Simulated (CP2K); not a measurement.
# C2N2 (bisisocyanide) at PBE/TZV2P-MOLOPT-PBE-GTH (core potential)

What is the vertical ionisation energy of C2N2 (bisisocyanide) at PBE/TZV2P-MOLOPT-PBE-GTH (core potential)? 

The calculation is run with CP2K 2026.2.

**1. The molecule**

C2N2: 4 atoms, total charge 0, spin state singlet. As SMILES, `[C-]#[N+][N+]#[C-]`. The shape is that of a PBE0-D4/def2-TZVP optimisation.

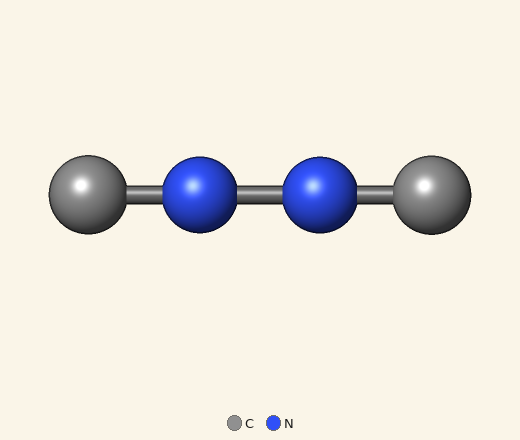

The structure, seen from a chosen angle (carbon grey, nitrogen blue).

**2. A single-point energy at PBE/TZV2P-MOLOPT-PBE-GTH (core potential)**

Input file gas.inp:

```
&global
   project_name gas
   run_type ENERGY
   print_level MEDIUM
&end global

&force_eval
   method QS
   &dft
      basis_set_file_name BASIS_MOLOPT_UZH
      potential_file_name POTENTIAL_UZH
      &qs
         method GPW
         eps_default 1.0E-10
      &end qs
      ! plane-wave cutoff in Ry
      &mgrid
         cutoff 400
         rel_cutoff 50
         ngrids 4
      &end mgrid
      ! isolated system
      &poisson
         periodic NONE
         poisson_solver MULTIPOLE
      &end poisson
      &scf
         scf_guess ATOMIC
         eps_scf 1.0E-06
         max_scf 150
         added_mos 5
         &diagonalization
            algorithm STANDARD
         &end diagonalization
         &mixing
            method DIRECT_P_MIXING
            alpha 0.4
         &end mixing
      &end scf
      ! exchange and correlation
      &xc
         &xc_functional PBE
         &end xc_functional
      &end xc
      ! extra output
      &print
         &moments
            periodic F
            reference COM
            max_moment 1
         &end moments
         &mo ON
            energies T
            occupation_numbers T
            ndigits 6
            &each
               qs_scf 0
            &end each
            add_last NUMERIC
         &end mo
         &hirshfeld OFF
         &end hirshfeld
      &end print
   &end dft
   &subsys
      &cell
         abc 8.2 10.4 7.5
         periodic NONE
      &end cell
      &coord
         SCALED T
         C    0.42536280   0.66154856   0.53538133
         N    0.47388354   0.55653702   0.51238400
         N    0.52612378   0.44346394   0.48762000
         C    0.57463720   0.33845144   0.46461867
      &end coord
      &kind C
         basis_set TZV2P-MOLOPT-PBE-GTH-q4
         potential GTH-PBE-q4
      &end kind
      &kind N
         basis_set TZV2P-MOLOPT-PBE-GTH-q5
         potential GTH-PBE-q5
      &end kind
   &end subsys
&end force_eval
```

Run with:

```
OMP_NUM_THREADS=1 cp2k.psmp -i gas.inp -o gas.out
```

The log of the run, cut to the lines that bear on the results:

```text
CP2K| version string:                                       CP2K version 2026.2
[...]
 GLOBAL| Method name                                                        CP2K
[...]
 GLOBAL| Run type                                                         ENERGY
[...]
 DFT| Spin restricted Kohn-Sham (RKS) calculation                            RKS
 DFT| Multiplicity                                                             1
[...]
 DFT| Charge                                                                   0
[...]
 FUNCTIONAL| PBE:
 QS| Method:                                                                 GPW
[...]
 QS| Density cutoff [a.u.]:                                                200.0
[...]
 QS| Relative density cutoff [a.u.]:                                        25.0
[...]
                             - Atoms:                                          4
[...]
                             - Spherical basis functions:                    116
[...]
 Number of electrons:                                                         18
[...]
     1 P_Mix/Diag. 0.40E+00    0.6     0.61588946       -30.8676057646 -3.09E+01
[...]
    13 DIIS/Diag.  0.40E-06    0.6     0.00000037       -31.0700429453 -8.28E-13
  *** SCF run converged in    13 steps ***
[...]
  Overlap energy of the core charge distribution:               0.00000903591359
  Self energy of the core charge distribution:                -76.35845648967390
  Core Hamiltonian energy:                                     22.55581966443586
  Hartree energy:                                              31.02715452248778
  Exchange-correlation energy:                                 -8.29456967849173
  Total energy:                                               -31.07004294532841
[...]
                     Mulliken Population Analysis
 #  Atom  Element  Kind  Atomic population                           Net charge
       1     C        1          3.557952                              0.442048
       2     N        2          5.442051                             -0.442051
       3     N        2          5.442047                             -0.442047
       4     C        1          3.557949                              0.442051
 # Total charge                             18.000000                 -0.000000
[...]
  Dipole moment [Debye]
    X=  0.3617317E-04 Y=  0.3924342E-04 Z=  0.2890523E-04  Total=      0.0000607
 ENERGY| Total FORCE_EVAL ( QS ) energy [hartree]            -31.070042945328414
[...]
```

It took 9 s on 1 thread of Arm Neoverse V2, shared host; peak memory 0.55 GiB.

**3. The doublet cation at the same level**

Input file qs.inp:

```
&global
  project qs
  run_type ENERGY
  print_level MEDIUM
&end
&force_eval
  method Quickstep
  &dft
    basis_set_file_name BASIS_MOLOPT_UZH
    potential_file_name POTENTIAL_UZH
    charge 1
    multiplicity 2
    uks T
    &qs
      method GPW
      eps_default 1.0E-10
    &end
    ! real-space grids
    &mgrid
      cutoff 400
      rel_cutoff 50
      ngrids 4
    &end
    &poisson
      periodic NONE
      poisson_solver MULTIPOLE
    &end
    &scf
      scf_guess ATOMIC
      eps_scf 1.0E-06
      max_scf 40
      &ot
        minimizer CG
        preconditioner FULL_SINGLE_INVERSE
      &end
      &outer_scf
        eps_scf 1.0E-06
        max_scf 8
      &end
    &end
    &xc
      &xc_functional PBE
      &end
    &end
    &print
      &moments
        periodic F
        reference COM
        max_moment 1
      &end
      &mo_cubes
        nlumo 5
        nhomo -1
        write_cube F
      &end
      &hirshfeld OFF
      &end
    &end
  &end
  &subsys
    &cell
      abc 8.2 10.4 7.5
      periodic NONE
    &end
    &coord
      UNIT bohr
      C     -1.1565880     3.1749289     0.5014388
      N     -0.4047226     1.1111212     0.1754989
      N      0.4047793    -1.1111212    -0.1754800
      C      1.1565313    -3.1749478    -0.5014766
    &end
    &topology
      &center_coordinates
      &end
    &end
    &kind C
      basis_set TZV2P-MOLOPT-PBE-GTH-q4
      potential GTH-PBE-q4
    &end
    &kind N
      basis_set TZV2P-MOLOPT-PBE-GTH-q5
      potential GTH-PBE-q5
    &end
  &end
&end
```

Run with:

```
OMP_NUM_THREADS=1 cp2k.psmp qs.inp > qs.out
```

The log of the run, cut to the lines that bear on the results:

```text
CP2K| version string:                                       CP2K version 2026.2
[...]
 GLOBAL| Method name                                                        CP2K
[...]
 GLOBAL| Run type                                                         ENERGY
[...]
 DFT| Spin unrestricted (spin-polarized) Kohn-Sham calculation               UKS
 DFT| Multiplicity                                                             2
[...]
 DFT| Charge                                                                   1
[...]
 FUNCTIONAL| PBE:
 QS| Method:                                                                 GPW
[...]
 QS| Density cutoff [a.u.]:                                                200.0
[...]
 QS| Relative density cutoff [a.u.]:                                        25.0
[...]
                             - Atoms:                                          4
[...]
                             - Spherical basis functions:                    116
[...]
 Number of electrons:                                                          9
[...]
     1 OT CG       0.80E-01    1.0     0.10928562       -27.7015210553 -2.77E+01
[...]
    19 OT CG       0.13E+00    1.1     0.00000083       -30.6369148571 -2.53E-10
  *** SCF run converged in    19 steps ***
[...]
  Overlap energy of the core charge distribution:               0.00000903591751
  Self energy of the core charge distribution:                -76.35845648967390
  Core Hamiltonian energy:                                     22.18743365461944
  Hartree energy:                                              31.48567793280482
  Exchange-correlation energy:                                 -7.95157899072967
  Total energy:                                               -30.63691485706179
[...]
                     Mulliken Population Analysis
 #  Atom  Element  Kind  Atomic population (alpha,beta) Net charge  Spin moment
       1     C        1         1.918945     1.376260     0.704794     0.542685
       2     N        2         2.581053     2.623741    -0.204794    -0.042688
       3     N        2         2.581067     2.623725    -0.204792    -0.042659
       4     C        1         1.918935     1.376273     0.704791     0.542662
 # Total charge and spin        9.000000     8.000000     1.000000     1.000000
[...]
 HOMO - LUMO gap [eV] :    0.367474
 ENERGY| Total FORCE_EVAL ( QS ) energy [hartree]            -30.636914857061790
[...]
```

Wall time 98 s (1 thread of Arm Neoverse V2, shared host); peak memory 0.68 GiB.

**4. Results**

At PBE/TZV2P-MOLOPT-PBE-GTH (core potential):

| quantity | value |
| --- | --- |
| singlet C2N2: total energy | -31.07004 Eh |
| singlet C2N2: dipole moment | 0.00 D |
| singlet C2N2: HOMO energy | -8.32 eV |
| singlet C2N2: LUMO energy | -2.99 eV |
| singlet C2N2: HOMO–LUMO gap | 5.33 eV |
| doublet cation: total energy | -30.63691 Eh |
| doublet cation: HOMO energy (highest over α and β) | -15.59 eV |
| doublet cation: LUMO energy (lowest over α and β) | -15.22 eV |
| doublet cation: ⟨S²⟩ | 0.759 |
| vertical ionisation energy (to the doublet cation) | 11.786 eV |

Removing an electron at fixed nuclei costs 11.79 eV (272 kcal/mol). The negative HOMO energy of the first species, 8.32 eV, lies 3.46 eV below that difference.
